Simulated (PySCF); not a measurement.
# CH₅FOSi: electronic excitations at several levels of theory, part 2 of 2

PySCF 2.14.0. Atoms count from 0. Earlier steps stand in the parts before.

### Step 6. Ultraviolet spectrum: PBE0/def2-TZVP

Job settings and geometry (Å):

```
{"job": {"kind": "uv", "xc": "PBE0", "basis": "def2-TZVP"}, "charge": 0, "multiplicity": 1}
O      1.670101    -0.768910     0.552647
Si     0.704265     0.404031    -0.124572
C     -1.054457    -0.238206    -0.413928
F     -1.618952    -0.558895     0.811753
H      1.415814    -1.083366     1.424814
H      0.602027     1.610138     0.753683
H      1.320801     0.757080    -1.433130
H     -1.056739    -1.138371    -1.054534
H     -1.683308     0.521128    -0.914229
```

Level: TDDFT PBE0/def2-TZVP, vertical, gas phase, core orbitals frozen in the response.

What it wrote:

```text
coarse grid: 7984 points
cycle   1  E = -505.3463111276  dE =  2.223e-01  |g| = 8.074e-01  |ddm| = 2.110e+00
cycle   2  E = -505.1481025304  dE =  1.982e-01  |g| = 1.326e+00  |ddm| = 1.240e+00
cycle   3  E = -505.4560873439  dE = -3.080e-01  |g| = 7.742e-02  |ddm| = 8.749e-01
cycle   4  E = -505.4570993396  dE = -1.012e-03  |g| = 3.962e-02  |ddm| = 7.362e-02
cycle   5  E = -505.4573688937  dE = -2.696e-04  |g| = 9.728e-03  |ddm| = 2.851e-02
cycle   6  E = -505.4573818695  dE = -1.298e-05  |g| = 3.125e-03  |ddm| = 6.253e-03
cycle   7  E = -505.4573836123  dE = -1.743e-06  |g| = 5.646e-04  |ddm| = 1.931e-03
final grid: 72808 points
cycle   8  E = -505.4583947181  dE = -3.463e-05  |g| = 6.732e-03  |ddm| = 2.088e-02
cycle   9  E = -505.4583860026  dE =  8.716e-06  |g| = 9.659e-03  |ddm| = 8.490e-03
cycle  10  E = -505.4584035090  dE = -1.751e-05  |g| = 9.021e-04  |ddm| = 5.021e-03
cycle  11  E = -505.4584036372  dE = -1.282e-07  |g| = 2.483e-04  |ddm| = 6.972e-04
cycle  12  E = -505.4584036499  dE = -1.267e-08  |g| = 4.358e-05  |ddm| = 1.812e-04
cycle  13  E = -505.4584036501  dE = -2.087e-10  |g| = 2.588e-05  |ddm| = 3.182e-05
converged SCF energy = -505.4584036501

Static polarisability (au): isotropic 41.934, principal 39.921 41.617 44.264

Singlet excitations
state   eV       nm        f      main configurations
  1   6.9428    178.6   0.00284   H->L 0.98
  2   7.8734    157.5   0.01051   H-1->L 0.93
  3   8.1037    153.0   0.03430   H->L+1 0.48, H->L+2 0.40
  4   8.3241    148.9   0.06554   H->L+2 0.50, H->L+1 0.47
  5   8.5781    144.5   0.02887   H-2->L 0.82
  6   8.8966    139.4   0.00523   H-3->L 0.62, H->L+3 0.19
  7   9.0116    137.6   0.01315   H-1->L+1 0.59, H->L+3 0.32
  8   9.1577    135.4   0.01398   H->L+3 0.41, H-3->L 0.25, H-1->L+1 0.24
  9   9.3377    132.8   0.00325   H->L+4 0.48, H-1->L+2 0.40
 10   9.4786    130.8   0.00991   H->L+5 0.61, H-1->L+2 0.19

Triplet excitations (Tamm-Dancoff, eV): 6.5011 7.2897 7.5688 7.7513
```

Run time: 7.9 s. Hardware: 1 thread of Intel Xeon 6975P-C, shared host; peak memory 0.68 GiB.

Key values: HOMO -8.33 eV, LUMO 0.14 eV; lowest singlet 6.94 eV.

### Step 7. TDDFT and polarisability: PBE0/aug-cc-pVDZ

Settings changed since step 6:

```diff
@@ -1,2 +1,2 @@
-{"job": {"kind": "uv", "xc": "PBE0", "basis": "def2-TZVP"}, "charge": 0, "multiplicity": 1}
+{"job": {"kind": "uv", "xc": "PBE0", "basis": "aug-cc-pVDZ"}, "charge": 0, "multiplicity": 1}
 O      1.670101    -0.768910     0.552647
```

With the program's defaults for keys left out, this is: TDDFT PBE0/aug-cc-pVDZ, vertical, gas phase, core orbitals frozen in the response.

What it wrote:

```text
coarse grid: 7984 points
cycle   1  E = -505.2685115258  dE =  2.513e-01  |g| = 7.413e-01  |ddm| = 5.941e+00
cycle   2  E = -505.0795342229  dE =  1.890e-01  |g| = 1.239e+00  |ddm| = 2.337e+00
cycle   3  E = -505.3693156601  dE = -2.898e-01  |g| = 6.934e-02  |ddm| = 1.468e+00
cycle   4  E = -505.3701661195  dE = -8.505e-04  |g| = 3.711e-02  |ddm| = 1.753e-01
cycle   5  E = -505.3704168109  dE = -2.507e-04  |g| = 8.682e-03  |ddm| = 5.472e-02
cycle   6  E = -505.3704283973  dE = -1.159e-05  |g| = 2.823e-03  |ddm| = 1.302e-02
cycle   7  E = -505.3704300190  dE = -1.622e-06  |g| = 4.245e-04  |ddm| = 4.530e-03
final grid: 72808 points
cycle   8  E = -505.3766317803  dE = -1.397e-05  |g| = 6.862e-03  |ddm| = 5.566e-02
cycle   9  E = -505.3766214452  dE =  1.034e-05  |g| = 1.014e-02  |ddm| = 2.424e-02
cycle  10  E = -505.3766417537  dE = -2.031e-05  |g| = 8.020e-04  |ddm| = 1.336e-02
cycle  11  E = -505.3766418862  dE = -1.325e-07  |g| = 1.548e-04  |ddm| = 1.424e-03
cycle  12  E = -505.3766418909  dE = -4.771e-09  |g| = 4.690e-05  |ddm| = 2.717e-04
cycle  13  E = -505.3766418912  dE = -3.027e-10  |g| = 2.196e-05  |ddm| = 7.956e-05
converged SCF energy = -505.3766418912

Static polarisability (au): isotropic 45.818, principal 43.352 45.343 48.758

Singlet excitations
state   eV       nm        f      main configurations
  1   6.6598    186.2   0.00483   H->L 0.95
  2   7.3533    168.6   0.03825   H->L+1 0.95
  3   7.5702    163.8   0.00579   H-1->L 0.83
  4   7.7439    160.1   0.00799   H->L+3 0.35, H->L+2 0.24, H->L+4 0.19
  5   7.9225    156.5   0.07885   H->L+2 0.63, H->L+3 0.32
  6   8.1900    151.4   0.03043   H->L+4 0.62, H->L+3 0.20
  7   8.2765    149.8   0.03919   H-2->L 0.43, H->L+5 0.27, H-1->L+1 0.13
  8   8.2946    149.5   0.01338   H-1->L+1 0.73
  9   8.3818    147.9   0.00895   H->L+5 0.51, H-2->L 0.33
 10   8.4670    146.4   0.01580   H->L+6 0.76

Triplet excitations (Tamm-Dancoff, eV): 6.3278 7.0911 7.1423 7.3685
```

Wall time 6.9 s (1 thread of Intel Xeon 6975P-C, shared host); peak memory 0.63 GiB.

Key values: HOMO -8.34 eV, LUMO -0.36 eV; lowest singlet 6.66 eV.

### Step 8. TDDFT and polarisability: PBE0/def2-TZVPD

Settings changed since step 7:

```diff
@@ -1,2 +1,2 @@
-{"job": {"kind": "uv", "xc": "PBE0", "basis": "aug-cc-pVDZ"}, "charge": 0, "multiplicity": 1}
+{"job": {"kind": "uv", "xc": "PBE0", "basis": "def2-TZVPD"}, "charge": 0, "multiplicity": 1}
 O      1.670101    -0.768910     0.552647
```

Method: TDDFT PBE0/def2-TZVPD, vertical, gas phase, core orbitals frozen in the response.

What it wrote:

```text
coarse grid: 7984 points
cycle   1  E = -505.3489706542  dE =  2.227e-01  |g| = 8.066e-01  |ddm| = 2.243e+00
cycle   2  E = -505.1389753669  dE =  2.100e-01  |g| = 1.347e+00  |ddm| = 1.134e+00
cycle   3  E = -505.4588030102  dE = -3.198e-01  |g| = 7.803e-02  |ddm| = 7.332e-01
cycle   4  E = -505.4597977292  dE = -9.947e-04  |g| = 4.162e-02  |ddm| = 7.355e-02
cycle   5  E = -505.4600860250  dE = -2.883e-04  |g| = 1.046e-02  |ddm| = 2.602e-02
cycle   6  E = -505.4601009367  dE = -1.491e-05  |g| = 3.222e-03  |ddm| = 6.538e-03
cycle   7  E = -505.4601028332  dE = -1.896e-06  |g| = 5.882e-04  |ddm| = 2.034e-03
final grid: 72808 points
cycle   8  E = -505.4611233383  dE = -3.552e-05  |g| = 6.779e-03  |ddm| = 5.933e-02
cycle   9  E = -505.4611143387  dE =  9.000e-06  |g| = 9.770e-03  |ddm| = 8.702e-03
cycle  10  E = -505.4611322481  dE = -1.791e-05  |g| = 9.390e-04  |ddm| = 5.045e-03
cycle  11  E = -505.4611323892  dE = -1.410e-07  |g| = 2.527e-04  |ddm| = 6.911e-04
cycle  12  E = -505.4611324024  dE = -1.318e-08  |g| = 4.507e-05  |ddm| = 1.719e-04
cycle  13  E = -505.4611324026  dE = -2.225e-10  |g| = 2.694e-05  |ddm| = 3.575e-05
converged SCF energy = -505.4611324026

Static polarisability (au): isotropic 45.650, principal 43.268 45.075 48.608

Singlet excitations
state   eV       nm        f      main configurations
  1   6.7318    184.2   0.00330   H->L 0.96
  2   7.5947    163.3   0.04169   H->L+1 0.80, H-1->L 0.13
  3   7.6434    162.2   0.01332   H-1->L 0.75, H->L+1 0.17
  4   7.8207    158.5   0.00322   H->L+2 0.56, H->L+3 0.26, H-1->L 0.08
  5   8.2231    150.8   0.04234   H->L+3 0.59, H->L+2 0.17, H-2->L 0.14
  6   8.3731    148.1   0.07961   H-2->L 0.66, H->L+2 0.12, H->L+3 0.08
  7   8.5054    145.8   0.02818   H-1->L+1 0.85
  8   8.5289    145.4   0.01546   H->L+4 0.77, H-2->L 0.08
  9   8.7167    142.2   0.03212   H->L+5 0.65, H-3->L 0.19
 10   8.7554    141.6   0.00992   H-3->L 0.56, H->L+5 0.23

Triplet excitations (Tamm-Dancoff, eV): 6.3554 7.1183 7.3033 7.3928
```

Run time: 11 s. Hardware: 1 thread of Intel Xeon 6975P-C, shared host; peak memory 0.77 GiB.

This run: HOMO -8.38 eV, LUMO -0.25 eV; lowest singlet 6.73 eV.

### Step 9. TDDFT and polarisability: PBE0/6-31+G*

Settings changed since step 8:

```diff
@@ -1,2 +1,2 @@
-{"job": {"kind": "uv", "xc": "PBE0", "basis": "def2-TZVPD"}, "charge": 0, "multiplicity": 1}
+{"job": {"kind": "uv", "xc": "PBE0", "basis": "6-31+G*"}, "charge": 0, "multiplicity": 1}
 O      1.670101    -0.768910     0.552647
```

With the program's defaults for keys left out, this is: TDDFT PBE0/6-31+G*, vertical, gas phase, core orbitals frozen in the response.

What it wrote:

```text
coarse grid: 7984 points
cycle   1  E = -505.2619891059  dE =  2.341e-01  |g| = 7.221e-01  |ddm| = 2.548e+00
cycle   2  E = -505.0910829063  dE =  1.709e-01  |g| = 1.191e+00  |ddm| = 1.360e+00
cycle   3  E = -505.3597564730  dE = -2.687e-01  |g| = 6.409e-02  |ddm| = 9.060e-01
cycle   4  E = -505.3604836022  dE = -7.271e-04  |g| = 3.419e-02  |ddm| = 8.170e-02
cycle   5  E = -505.3607001603  dE = -2.166e-04  |g| = 7.879e-03  |ddm| = 2.965e-02
cycle   6  E = -505.3607096776  dE = -9.517e-06  |g| = 2.652e-03  |ddm| = 7.649e-03
final grid: 72808 points
cycle   7  E = -505.3328495692  dE = -1.278e-05  |g| = 5.371e-03  |ddm| = 1.414e-02
cycle   8  E = -505.3328417925  dE =  7.777e-06  |g| = 8.366e-03  |ddm| = 9.367e-03
cycle   9  E = -505.3328553657  dE = -1.357e-05  |g| = 3.812e-04  |ddm| = 5.611e-03
cycle  10  E = -505.3328553949  dE = -2.916e-08  |g| = 1.354e-04  |ddm| = 4.310e-04
cycle  11  E = -505.3328553995  dE = -4.603e-09  |g| = 2.286e-05  |ddm| = 1.525e-04
cycle  12  E = -505.3328553996  dE = -8.072e-11  |g| = 1.429e-05  |ddm| = 2.604e-05
converged SCF energy = -505.3328553996

Static polarisability (au): isotropic 40.305, principal 38.691 39.891 42.331

Singlet excitations
state   eV       nm        f      main configurations
  1   6.7412    183.9   0.00409   H->L 0.97
  2   7.5319    164.6   0.05213   H->L+1 0.97
  3   7.6643    161.8   0.00810   H-1->L 0.90
  4   7.9050    156.8   0.00352   H->L+3 0.63, H->L+2 0.21
  5   8.2033    151.1   0.09746   H->L+2 0.65, H->L+3 0.27
  6   8.4032    147.5   0.05016   H-2->L 0.84
  7   8.4586    146.6   0.03713   H-1->L+1 0.91
  8   8.5197    145.5   0.02508   H->L+4 0.92
  9   8.7526    141.7   0.02815   H-3->L 0.83
 10   8.9502    138.5   0.02987   H-1->L+2 0.64, H->L+5 0.24

Triplet excitations (Tamm-Dancoff, eV): 6.3953 7.2008 7.2835 7.4967
```

Wall time 3.7 s (1 thread of Intel Xeon 6975P-C, shared host); peak memory 0.45 GiB.

This run: HOMO -8.39 eV, LUMO -0.26 eV; lowest singlet 6.74 eV.

### Step 10. Side by side: electronic excitations

Excitations and ground-state properties, with basis size and wall time:

| run | lowest singlet (eV) | brightest (eV) | f | gap (eV) | α (Å³) | μ (D) | functions | time |
| --- | --- | --- | --- | --- | --- | --- | --- | --- |
| wB97X-D/def2-SVPD | 7.26 | 9.25 | 0.148 | 12.04 | 6.61 | 0.75 | 130 | 21 s |
| LC-wPBE/def2-SVPD | 7.52 | 9.61 | 0.217 | 13.09 | 6.51 | 0.77 | 130 | 29 s |
| PBE0/6-31G* | 7.09 | 9.89 | 0.109 | 8.66 | 5.18 | 0.59 | 70 | 2.9 s |
| PBE0/def2-SVP | 7.29 | 8.80 | 0.066 | 8.89 | 5.46 | 0.52 | 85 | 3.5 s |
| PBE0/def2-TZVP | 6.94 | 8.32 | 0.066 | 8.47 | 6.21 | 0.56 | 160 | 7.9 s |
| PBE0/aug-cc-pVDZ | 6.66 | 7.92 | 0.079 | 7.98 | 6.79 | 0.69 | 141 | 6.9 s |
| PBE0/def2-TZVPD | 6.73 | 8.37 | 0.080 | 8.13 | 6.76 | 0.64 | 205 | 11 s |
| PBE0/6-31+G* | 6.74 | 8.20 | 0.097 | 8.13 | 5.97 | 0.82 | 86 | 3.7 s |

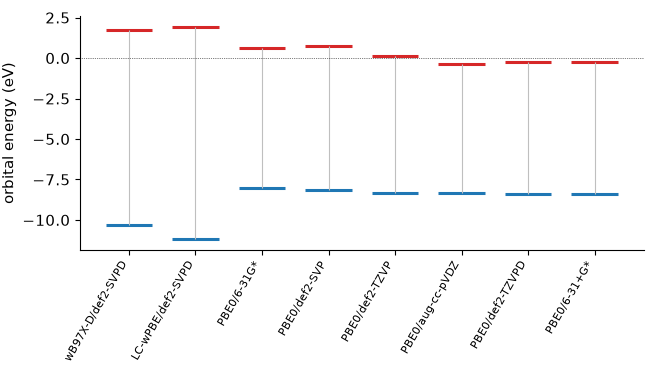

HOMO (blue) and LUMO (red) run by run.

### Step 11. Outcome

What follows sums up all 2 parts.

| quantity | value |
| --- | --- |
| lowest singlet (wB97X-D/def2-SVPD) | 7.26 eV (171 nm), f = 0.005 |
| brightest single state of those computed | state 8, 9.25 eV, f = 0.148 |
| lowest triplet | 6.89 eV |
| vertical ionisation energy (ΔSCF) | 10.82 eV |
| range of the lowest singlet | 6.66 to 7.52 eV |

In words: Single values in the summary come from the first sound run of each kind (wB97X-D/def2-SVPD), which need not be the best level. The first singlet state (HOMO→LUMO 0.89) lies at 7.26 eV and is weak; of the 10 states computed, the strongest absorption comes from state 8 at 9.25 eV. The lowest triplet lies 0.37 eV below the lowest singlet (triplets in Tamm-Dancoff, singlets in full TDDFT). ΔSCF puts the ionisation energy at 10.82 eV, 0.47 eV above −ε(HOMO). The lowest singlet runs from 6.66 eV (PBE0/aug-cc-pVDZ) to 7.52 eV (LC-wPBE/def2-SVPD), while the orbital gap spans 7.98 to 13.09 eV. The lowest state need not be the same one in every run. The runs solved for a few states only, so the brightest column depends on that window.
